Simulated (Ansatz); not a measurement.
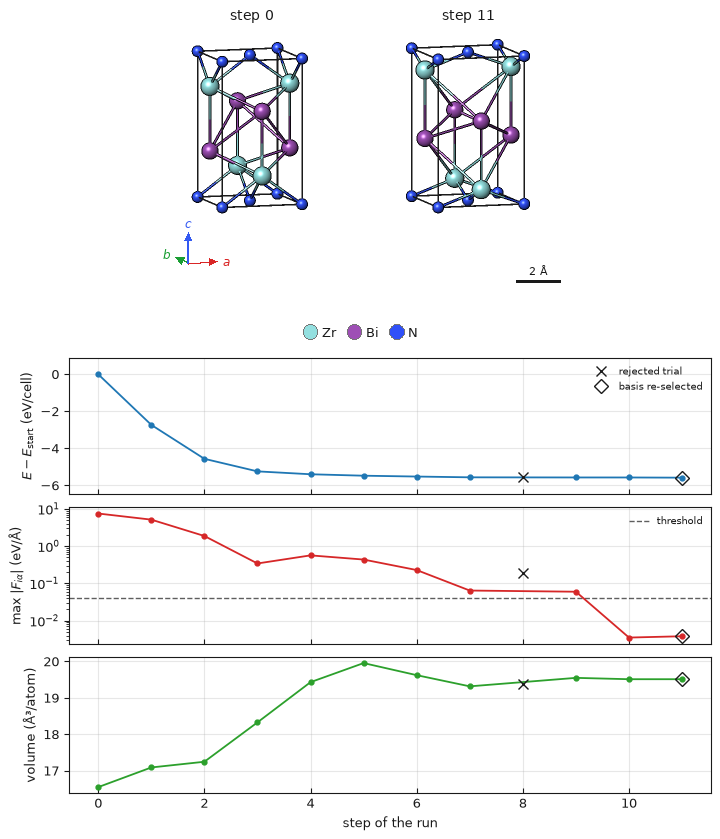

First and last geometry of a relaxation of solid ZrBiN (built on the matlockite type) (coarse preliminary run), with the history of the run. The picture is a ball-and-stick view of the cell of the calculation, seen slightly off an axis.

Case: matlockite type (P4/nmm, No. 129).

Method: DFT r2SCAN, scalar-relativistic, plane waves, PAW in Ansatz.

Input file:
```yaml
crystal:
  lattice:
    - [3.8355219064, 0.0, 0.0]
    - [0.0, 3.8355219064, 0.0]
    - [0.0, 0.0, 6.7500403059]
  atoms:
    - { symbol: Zr, position: [0.5, 0.0, 0.2055] }
    - { symbol: Zr, position: [0.0, 0.5, 0.7945] }
    - { symbol: Bi, position: [0.5, 0.0, 0.6485] }
    - { symbol: Bi, position: [0.0, 0.5, 0.3515] }
    - { symbol: "N", position: [0.0, 0.0, 0.0] }
    - { symbol: "N", position: [0.5, 0.5, 0.0] }
basis:
  ecutwfc: 500
kpoints:
  mp_grid: { grid: [4, 4, 4] }
hamiltonian:
  xc: r2scan
scf:
  occupations: { method: gaussian, width: 0.1 }
  lower_state_search: "off"
output:
  forces: true
  stress: true
  eigenvalues: true
relax:
  adjacent_minimum: "off"
  f_tol: 0.04
  max_steps: 70
  cell: { stress_tol: 0.4 }
```

Command:
```bash
ansatz run input.yaml --threads 1 --pin off --max-ram 2560MiB --backend cpu --events-out ev --progress --plain --runs-dir out
```

> Read the history and describe the run.

It converged. The energy falls by 5.578 eV per cell of the calculation in 9 accepted moves (11 points after the start). Largest force component: 7.5 eV/Å at the start, 0.0038 eV/Å at the end. Pressure: 10.25 GPa at the start and 0.08 GPa at the end. The line search rejected the trial step at point 8 of the run. At 1 point the geometry stayed and the basis and grid were re-selected for the new cell (energy shift of 9.9 meV per cell of the calculation at most each time). The largest moves relative to the cell, 0.66 Å, are those of Zr1 and Zr2. Zr1 goes along −c. By element the largest moves are Zr 0.66 Å, Bi 0.53 Å. N stays in place. The volume changes by +17.9 %, with a = b 3.836 → 4.133 Å (+7.8 %), c 6.750 → 6.854 Å (+1.5 %). Some distances before and after: Zr1–Bi4 2.886 → 3.651 Å, Zr1–Zr2 3.880 → 3.282 Å, Bi3–Bi4 3.373 → 3.083 Å, Zr1–Bi3 2.990 → 3.172 Å. Among the angles between lasting bonds that change: Zr1–N6–Zr1 108.2° → 140.3°, Zr1–N6–Zr2 110.1° → 96.6°. The space group stays P4/nmm (No. 129). The run took 2.8 min on 1 thread of Arm Neoverse V2, on a shared host, peak memory 0.64 GiB.

Limits of the set-up: the k-point mesh is coarse for a cell with partly filled bands.
